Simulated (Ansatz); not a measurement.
## Electronic structure of Cl$_{4}$FHW···HCl in real space

```yaml
atoms:
  - { symbol: W, position_ang: [0.2773, -0.3668, -0.4080] }
  - { symbol: Cl, position_ang: [-0.2345, -0.4112, 3.1483] }
  - { symbol: Cl, position_ang: [2.0524, 1.0950, -0.8888] }
  - { symbol: H, position_ang: [0.3563, 0.8291, 0.7675] }
  - { symbol: Cl, position_ang: [-1.7898, 0.6046, -0.2192] }
  - { symbol: Cl, position_ang: [-0.7166, -2.4655, -0.2079] }
  - { symbol: Cl, position_ang: [0.0402, -0.3964, -2.7071] }
  - { symbol: F, position_ang: [1.5630, -1.1593, 0.6972] }
  - { symbol: H, position_ang: [0.8980, -0.9641, 2.7020] }
```

Core potentials replace the inner electrons of W; not at a stationary point (largest force 1.0 eV/Å).

The calculation used RKS PBE/def2-SVP in Ansatz.

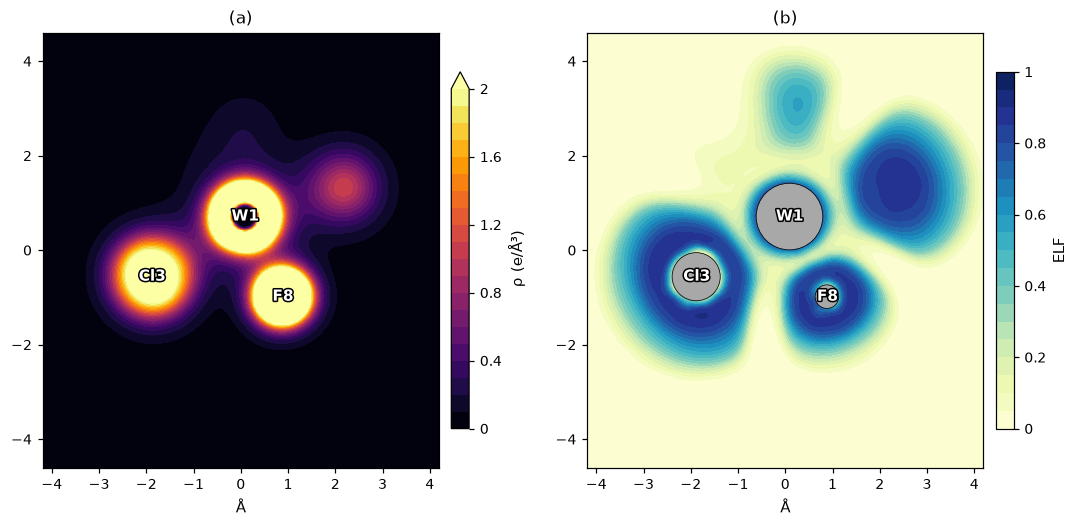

Figure 1. (a) electron density; (b) electron localisation function on the plane of atoms Cl3, W1 and F8. Grey discs cover the atomic cores in the ELF map.

Read the bonding off the picture.

The section cuts through W, Cl and F sites.
W–F (1.87 Å): ρ is about 1.1 e/Å³ halfway; the ELF peaks at about 0.80 in the valence shell of F, 0.5 Å from its nucleus, and drops to about 0.25 between the two atoms.
W–Cl (2.35 Å): the density is about 0.63 e/Å³ at the midpoint; the ELF peaks at about 0.85 in the valence shell of Cl, 0.8 Å from its nucleus, and is about 0.40 at the midpoint.

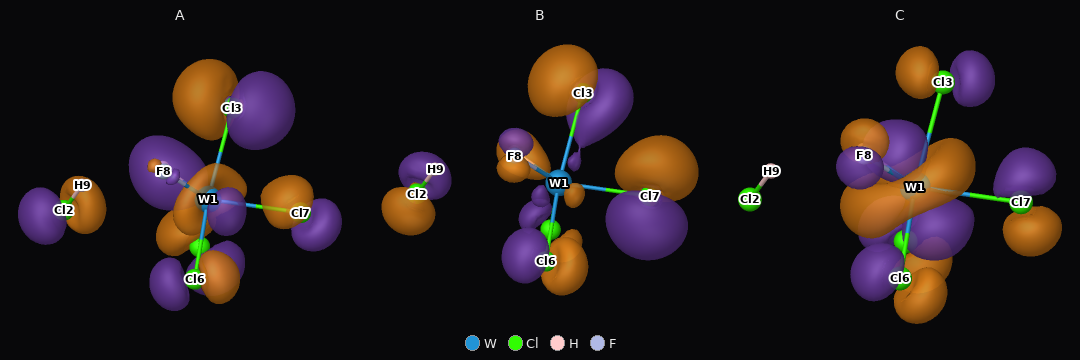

Figure 2. Three frontier orbitals at ±0.1 Å⁻³ᐟ² (orange and purple are the two phases), in no order.

Which picture is the HOMO−1, the HOMO and the LUMO?

B is the HOMO−1 (−7.70 eV). By Hirshfeld shares it lies mainly on Cl7 (about 45 %), Cl3 (about 25 %), Cl6 (about 10 %) and Cl2 (about 10 %); largely a combination of lone pairs on Cl7, Cl3, Cl6 and Cl2. A is the HOMO (−7.16 eV). By Hirshfeld shares it lies mainly on Cl3 (about 35 %), W1 (about 15 %), H4 (about 10 %), Cl5 (about 10 %), Cl2 (about 10 %) and Cl7 (about 10 %). C is the LUMO (−5.24 eV). Its weight (Hirshfeld) is mainly on W1 (about 60 %), Cl7 (about 10 %), Cl5 (about 10 %), Cl6 (about 10 %) and Cl3 (about 5 %).

What is the HOMO–LUMO gap?

1.92 eV between the orbital energies.

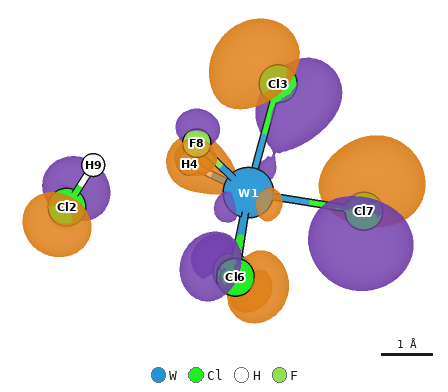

Figure 3. The HOMO−1 at ±0.1 Å⁻³ᐟ² (orange and purple are the two phases), seen at a tilt.

Describe this orbital and give its energy.

Its weight (Hirshfeld) is mainly on Cl7 (about 45 %), Cl3 (about 25 %), Cl6 (about 10 %) and Cl2 (about 10 %); largely a combination of lone pairs on Cl7, Cl3, Cl6 and Cl2. Its energy is −7.70 eV.
